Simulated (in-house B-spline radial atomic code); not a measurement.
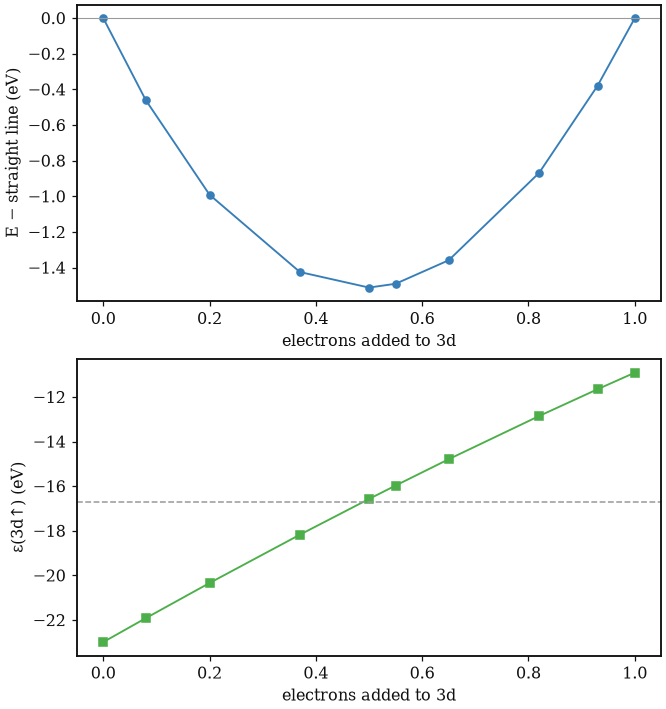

Level of theory: non-relativistic PBE0, spin-polarised, spherical fractional occupations, point nucleus, basis-set limit. Computed with an in-house B-spline radial code. The occupation of the 3d shell is varied from V²⁺ ([Ar] 3d3 (high spin)) to V⁺ ([Ar] 3d4 (high spin)), with spherical fractional occupations. The plot shows the total energy less the straight line between the end points, and the eigenvalue of 3d↑ (the dashed line is minus the energy to take the whole electron out).

Q: What does the shape say about the method?

A: The curve is convex (below the straight line), with the largest deviation among the points computed, −1.51 eV, at 0.5. The end points differ by 16.7 eV, the energy to take the electron out. The eigenvalue, which is the slope of the energy (Janak's theorem), moves from −23.0 eV at 0 to −10.9 eV at 1; for a straight line it would stay constant, and a parabola would sag by an eighth of this change, scaled to a whole electron, 1.51 eV. Convexity is the mark of the delocalisation error, which puts fractional charges too low; for p, d and f shells the spherical spreading of the fraction adds to it. Exact exchange at spherical fractional occupations leaves self-interaction in partly filled shells, which adds to the curvature.
